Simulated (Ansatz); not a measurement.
# HRu2C: relaxing a made-up structure, part 2 of 2

Starting from a made-up structure for HRu2C, the aim is the relaxed cell, its shortest contacts and, where a second run follows, its electronic structure.

Ansatz 0.2.0; DFT, PBE, plane-wave PAW, files of the set soft_1, scalar-relativistic, no spin, cell and ions relaxed at zero pressure; PAW set soft_1 (the session's first sound run).

So far: The structure; Relaxing cell and atoms. The relaxed cell has a = 3.126, c = 13.135 Å (conventional setting).

## Step 3: Electronic structure of the relaxed cell

A second self-consistent run takes a narrower smearing and the mesh shown in its input; the bands follow along the standard path of the relaxed lattice.

This step: DFT, PBE, plane-wave PAW, files of the set soft_1, scalar-relativistic, no spin, bands and density of states at the relaxed cell; PAW set soft_1 (Ansatz 0.2.0).

The input, input.yaml:

```yaml
crystal:
  lattice:
    - [1.5630537495, 0.9024295032, 4.3783796456]
    - [-1.5630537495, 0.9024295032, 4.3783796456]
    - [0.0, -1.8048590059, 4.3783796457]
  atoms:
    - { symbol: Ru, position: [0.2449772361, 0.2449772361, 0.2449772361] }
    - { symbol: Ru, position: [0.7550227639, 0.7550227639, 0.7550227639] }
    - { symbol: C, position: [0.5, 0.5, 0.5] }
    - { symbol: H, position: [0.0, 0.0, 0.0] }
kpoints:
  mp_grid: { grid: [12, 12, 12] }
  band_path:
    path:
      - [[0.0, 0.0, 0.0], [0.5, 0.0, 0.0], [0.5, 0.19498766, -0.19498766]]
      - [[0.80501234, 0.5, 0.19498766], [0.5, 0.5, 0.5], [0.0, 0.0, 0.0], [0.34749383, 0.0, -0.34749383]]
      - [[0.65250617, 0.34749383, 0.0], [0.5, 0.5, 0.0], [0.65250617, 0.65250617, 0.19498766], [0.5, 0.5, 0.5]]
      - [[0.5, 0.0, 0.0], [0.80501234, 0.34749383, 0.34749383]]
    npoints: 8
scf:
  occupations: { method: fermi_dirac, width: 0.03 }
  n_extra_bands: 8
hamiltonian:
  xc: pbe
  pseudopotentials: { kind: paw, azcp: { folder: soft_1 } }
output:
  forces: true
  stress: true
  write_bands: true
  dos: { projected: true }
  write_density: true
  write_potential: true
  elf: true
  volumetric_format: npy
```

Launch:

```sh
$ ansatz run input.yaml --threads 4 --pin off --max-ram 10240MiB --backend cpu --events-out ev --progress --plain --runs-dir out
```

Numbers of over 12 decimals in the logs are rounded to 6 here.

Log:

```text
[...]
Crystal: 4 atoms, lattice volume = 37.055 Å³
Basis set: ecut = 420 eV, 717 PW (Γ), FFT grids on a1−a2, a2, −a2+a3, exchange–correlation on 48×64×48 points (8 copies of the dense FFT grid, shifted against one another)
Bands: 27, of which v1, the nominal top of the filled ones, is band 19 counted from 1 (18 counted from 0)
Symmetry: 12 space group operations
[...]
k-points: 189 of 1728
[...]
SCF iter   1: F=—  HF=-12025.003492 eV  |F-HF|=—  |Δ(HF+E_count)|=         —  Δρ=1.39e-1  dr2=9.72e0  ethr=3.10e-3  ⟨swp⟩=5.6  Hψ=20482  notcnv=0
[...]
SCF iter   8: F=-12022.850857 eV  HF=-12022.850857 eV  |F-HF|=4.31e-9  |Δ(HF+E_count)|=   1.34e-8  Δρ=3.74e-6  dr2=6.15e-9  ethr=2.70e-10  ⟨swp⟩=12.8  Hψ=30545  notcnv=0
SCF 1 converged in 8 iterations: F = -12022.850857 eV  dr2 = 6.15e-9
[...]
NSCF: frozen V_eff on 76 k-points
SCF converged after 8 iterations
Free energy (F): -12022.850857 eV
[...]
Internal energy: -12022.842531 eV  (E = F + TS)
E sigma→0 (E₀):  -12022.846694 eV
Entropy (-TS):   -0.008326 eV (-2.081 meV/atom)
Fermi energy:    19.688812 eV
[...]
--- Forces (eV/Å), atoms counted from 1 ---
  atom   1  Ru     0.00000000    -0.00000000    -0.03170168
  atom   2  Ru     0.00000000     0.00000000     0.03170168
  atom   3  C      0.00000000     0.00000000     0.00000000
  atom   4  H      0.00000000    -0.00000000    -0.00000000
  max |Σ_I F_I| component: 1.39e-17 eV/Å
--- Stress (GPa, compression-positive) ---
       -0.023239      -0.000000      -0.000000
       -0.000000      -0.023239      -0.000000
       -0.000000      -0.000000      -0.089633
  P = ⅓ Tr σ = -0.0454 GPa (-0.454 kbar)
--- Band table (eV; the first three rows and the last of 189) ---
  k-point 0: bands = [... 15 lower, 18.0876, 18.4502, 18.4502, 20.1925, 20.1925, 22.0381, 24.1974, 24.1974, ... 4 higher]
  k-point 1: bands = [... 15 lower, 18.0542, 18.2146, 18.4763, 20.1300, 20.1427, 22.1468, 24.1224, 24.2539, ... 4 higher]
  k-point 2: bands = [... 15 lower, 17.5530, 18.1950, 18.5740, 19.9547, 20.1782, 22.3768, 23.9278, 24.3722, ... 4 higher]
  k-point 188: bands = [... 15 lower, 17.1883, 17.7919, 17.7919, 18.4991, 18.4991, 20.9284, 24.6829, 25.1684, ... 4 higher]
```

Elapsed: 3.9 s, on 4 threads of Arm Neoverse V1, shared host; peak memory 0.43 GiB.

In the SCF lines HF is the Harris–Foulkes energy and dr2 the Hartree energy of the density residual, in eV; the loop may stop once dr2 is under the threshold and the program's other checks hold. Hψ counts applications of the Hamiltonian.

This step gave:

* free energy: -12022.8509 eV
* energy at zero smearing: -12022.8467 eV
* smearing term TS: 0.008326 eV
* Fermi energy: 19.69 eV
* pressure: -0.04537 GPa

From bands.tsv, the bands that come nearest the Fermi level along the path, at its corners, in eV from the Fermi level:

```tsv
point	band 15	band 16	band 17	band 18	band 19	band 20	band 21	band 22
Γ	-3.61	-1.60	-1.24	-1.24	0.50	0.50	2.35	4.51
L	-2.84	-1.73	-0.76	-0.31	-0.25	0.88	1.07	4.22
B1	-2.38	-2.09	-1.22	-0.51	0.10	1.59	2.25	2.94
B	-2.38	-2.09	-1.22	-0.51	0.10	1.59	2.25	2.94
Z	-2.79	-2.50	-1.90	-1.90	-1.19	-1.19	1.24	4.99
Γ	-3.61	-1.60	-1.24	-1.24	0.50	0.50	2.35	4.51
X	-2.57	-1.93	-1.32	-0.29	0.00	1.66	2.33	3.10
Q	-2.57	-1.93	-1.32	-0.29	0.00	1.66	2.33	3.10
F	-1.60	-1.31	-0.51	-0.06	0.29	0.94	2.17	2.27
P1	-2.12	-1.28	-0.56	0.03	0.18	0.22	2.05	2.99
Z	-2.79	-2.50	-1.90	-1.90	-1.19	-1.19	1.24	4.99
L	-2.84	-1.73	-0.76	-0.31	-0.25	0.88	1.07	4.22
P	-2.12	-1.28	-0.56	0.03	0.18	0.22	2.05	2.99
```

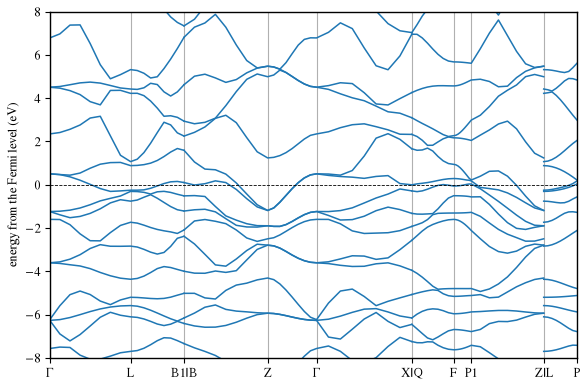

Bands along the path. 9 bands lie wholly below the window drawn.

Counts of states for the cell as run, both spins, by energy window (eV from the Fermi level):

| from | to | total |
| --- | --- | --- |
| -8 | -7 | 1.23 |
| -7 | -6 | 2.02 |
| -6 | -5 | 3.54 |
| -5 | -4 | 1.65 |
| -4 | -3 | 1.86 |
| -3 | -2 | 1.93 |
| -2 | -1 | 2.69 |
| -1 | 0 | 3.29 |
| 0 | 1 | 1.96 |
| 1 | 2 | 1.25 |
| 2 | 3 | 2.05 |
| 3 | 4 | 1.28 |
| 4 | 5 | 2.36 |
| 5 | 6 | 0.84 |

Below -8 eV lie 18.8 more states.

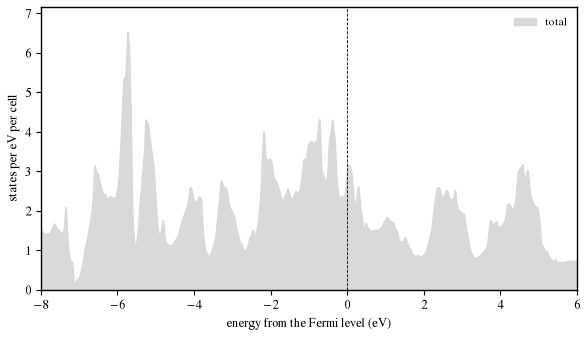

Total density of states, smoothed over about 0.04 eV.

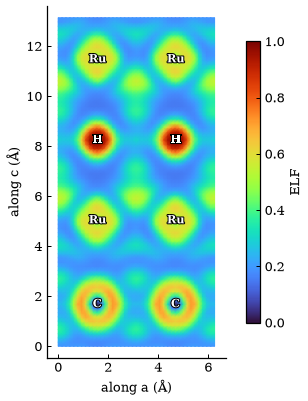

ELF in the ac plane of the conventional cell at fractional y = 0.000, with atoms of Ru and C and H within 0.2 Å of it. It is the smooth field of the valence electrons, not physical close to the nuclei. The map starts off the cell's origin, so that atoms lie inside it.

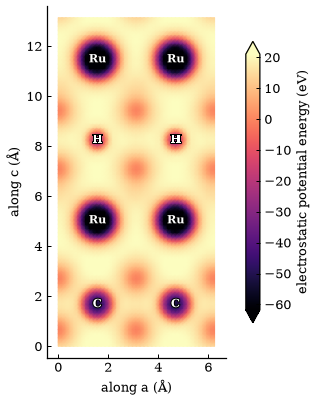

Electrostatic potential energy in the ac plane of the conventional cell at fractional y = 0.000, with atoms of Ru and C and H within 0.2 Å of it. With pseudopotentials it is smooth inside the atoms' cores, unlike the true potential. The map starts off the cell's origin, so that atoms lie inside it.

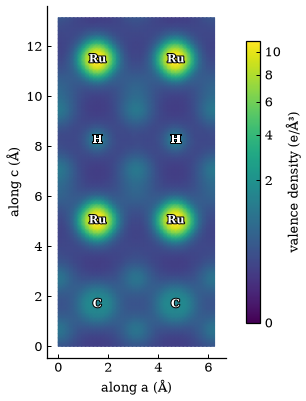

Valence density in the ac plane of the conventional cell at fractional y = 0.000, with atoms of Ru and C and H within 0.2 Å of it. It is the smooth field of the valence electrons, not physical close to the nuclei. The map starts off the cell's origin, so that atoms lie inside it. The colour scale is stretched toward low values.

## Step 4: Results

```yaml
space_group_relaxed: R-3m
conventional_cell: a = 3.126, b = 3.126, c = 13.135 Å; α = 90.0°, β = 90.0°, γ = 120.0°
volume_per_atom: 9.26 Å³ (guess 8.31)
```

**Reading.** HRu2C relaxes to R-3m with a = 3.126, b = 3.126 and c = 13.135 Å. The guessed volume was 10 % too small. The space group R-3m was held in the relaxation, so the end point is a stationary structure within it and may be a saddle against distortions or other arrangements. Bands cross the Fermi level, so it is a metal or semimetal at this level. The electron count is odd, which forces that without spin polarisation or a larger cell. On the 12×12×12 mesh with the narrower smearing (relaxed on 11×11×11) the largest force component is 0.032 eV/Å and the largest stress component is 0.090 GPa, against the relaxation's thresholds of 0.015 eV/Å and 0.05 GPa. The cutoff wasn't tested. No dispersion term is used, so weakly bound directions may come out too long. The runs have no spin, and magnetism wasn't tested. Nothing here tests whether the compound is stable against decomposition.

[Logs are printed without paths, hosts, clocks, repeated set-up lines and the standing remarks that a program may print on its own settings, such as how far it seeks lower states.]

[Hosts, paths, dates, database ids (printed as entryN), source tags and the programs' standing remarks are cut or masked in the printed files.]
